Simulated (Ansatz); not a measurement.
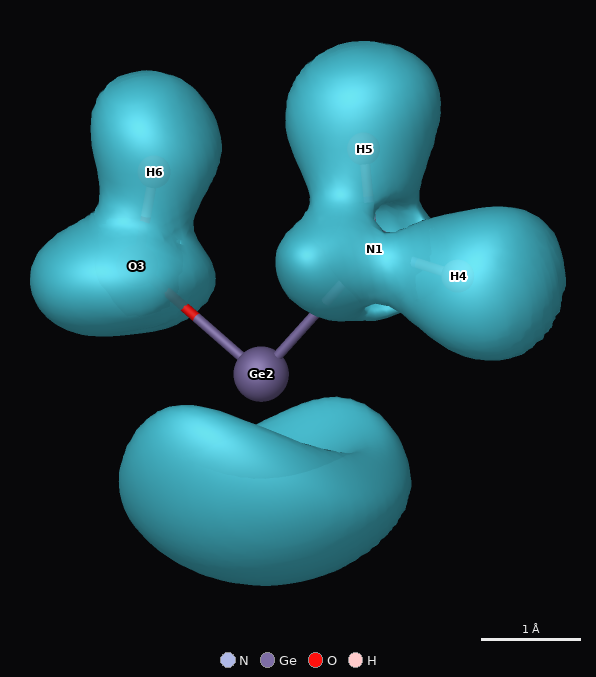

*GeH$_{3}$NO (SMILES [NH2][Ge][OH]). Isosurface of the electron localisation function at 0.75 (cyan), seen at a tilt. Core shells and regions of very low density are left out.*

These are results of Ansatz 0.2.0, RKS PBE/def2-SVP, not measurements.

```xyz
6

N    -0.7826    0.0516   -0.5715
Ge    0.5859   -1.1732   -0.3380
O     1.5312   -0.3152    0.9571
H    -1.5304   -0.1104   -1.2525
H    -0.9153    0.9428   -0.0805
H     1.1532    0.5404    1.2390
```

Describe the localisation domains.

The surface consists of one lobe on Ge, pointing away from the bonds (lone pairs), one joined region spread over several atoms (H, N), in which their bonds and any lone pairs are merged and one joined region spread over several atoms (H, O), in which their bonds and any lone pairs are merged. Along the contacts the grid gives the following. Ge–O (1.82 Å): the ELF peaks at about 0.85 in the valence shell of O, 0.6 Å from its nucleus, and is about 0.30 at the midpoint. Ge–N (1.85 Å): the ELF peaks at about 0.90 in the valence shell of N, 0.6 Å from its nucleus, and is about 0.45 at the midpoint.
